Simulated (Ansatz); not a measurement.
**CH4FNSi: density, localisation and related maps**

```
atom    x (Å)   y (Å)    z (Å)
   C  -1.5376  0.9727   1.1155
   F  -0.1714  2.0108  -2.4414
   N  -1.2244  1.4485  -0.2147
  Si   0.2437  1.1888  -1.0634
   H  -1.7400  1.8008   1.8074
   H  -0.6838  0.4095   1.5120
   H  -2.4068  0.3019   1.1141
   H  -1.9669  1.9841  -0.6595
```

Geometry: PBE0-D3(BJ)/pcseg-1.

Theory: Ansatz 0.2.0, isolated molecule in a Gaussian basis; Kohn-Sham density functional theory, functional PBE0.

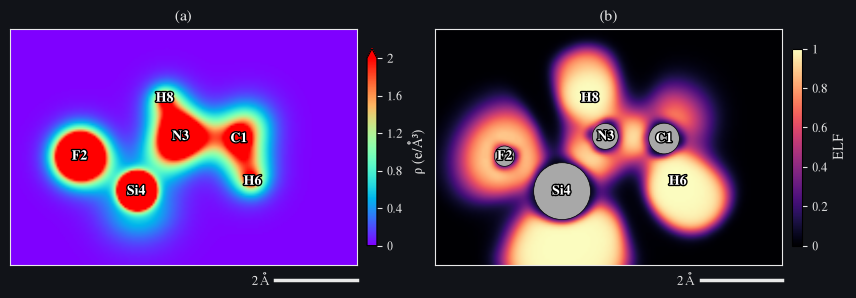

Figure 1. (a) electron density; (b) electron localisation function on the plane of atoms N3, C1 and H6. Grey discs cover the atomic cores in the ELF map.

Question: Interpret the plot.

Answer: Atoms in the plane: C, F, N, Si and H. C–N (1.45 Å): ρ at the midpoint is about 1.9 e/Å³; the ELF peaks at about 0.95 between the atoms; a shared electron pair. Si–F (1.66 Å): ρ is about 1 e/Å³ halfway; the ELF peaks at about 0.85 in the valence shell of F, 0.6 Å from its nucleus, and is about 0.55 at the midpoint. Si–N (1.72 Å): ρ at the midpoint is about 1.1 e/Å³; the ELF peaks at about 0.90 between the atoms (a shared but strongly polarised pair). N–H (1.02 Å): ρ at the midpoint is about 2.9 e/Å³; the ELF climbs to about 1 towards the hydrogen, as it does in any bond to H: a covalent bond by its length. C–H (1.10 Å): ρ at the midpoint is about 2 e/Å³; the ELF climbs to about 1 towards the hydrogen: a covalent bond by its length. The ELF also peaks beside Si4 and F2, away from the bonds: lone-pair regions.

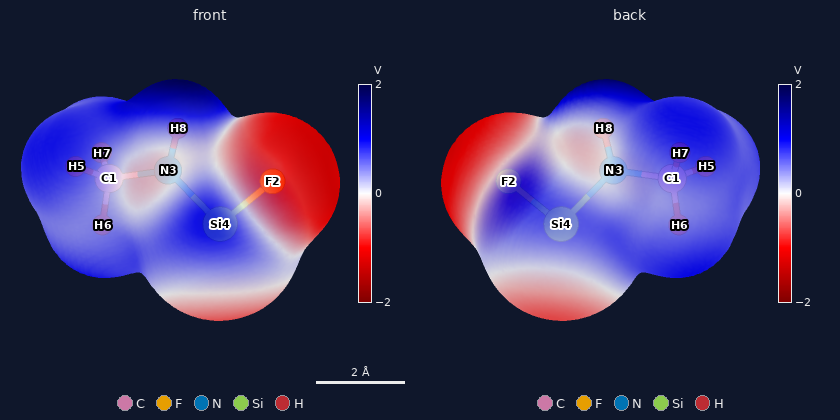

Figure 2. The molecular electrostatic potential painted on the density surface at 0.002 e/bohr³, seen from the front and from behind; the colour scale runs from red (negative) to blue (positive).

Question: Describe the electrostatic potential map.

Answer: The most negative region (about −1.2 V) lies over F2, the most positive (about +1.9 V) over H8.

Question: How polar is the molecule by this calculation?

Answer: Its dipole moment is 2.64 D.

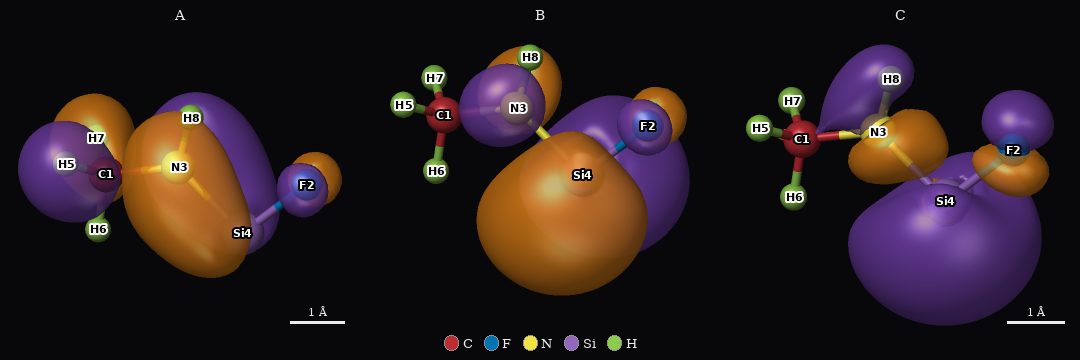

Figure 3. Three frontier orbitals at ±0.08 Å⁻³ᐟ² (orange and purple are the two phases), in no order.

Question: Which picture is the HOMO−1, the HOMO and the LUMO?

Answer: A is the HOMO−1 (−7.78 eV). By Hirshfeld shares it lies mainly on N3 (about 55 %), Si4 (about 15 %) and C1 (about 10 %). C is the HOMO (−7.25 eV). Its weight (Hirshfeld) is mainly on Si4 (about 75 %), N3 (about 10 %) and F2 (about 10 %). B is the LUMO (−1.26 eV). It lies mainly on Si4 (about 80 %) and N3 (about 10 %).

Question: What is the HOMO–LUMO gap?

Answer: 5.99 eV between the orbital energies.

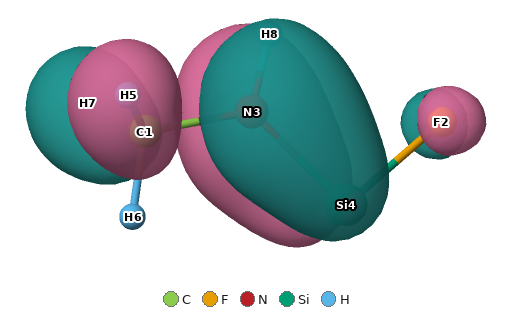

Figure 4. The HOMO−1 at ±0.1 Å⁻³ᐟ² (teal and pink are the two phases), seen at a tilt.

Question: Where does this orbital lie, and at what energy?

Answer: It lies mainly on N3 (about 55 %), Si4 (about 15 %) and C1 (about 10 %). Its energy is −7.78 eV.
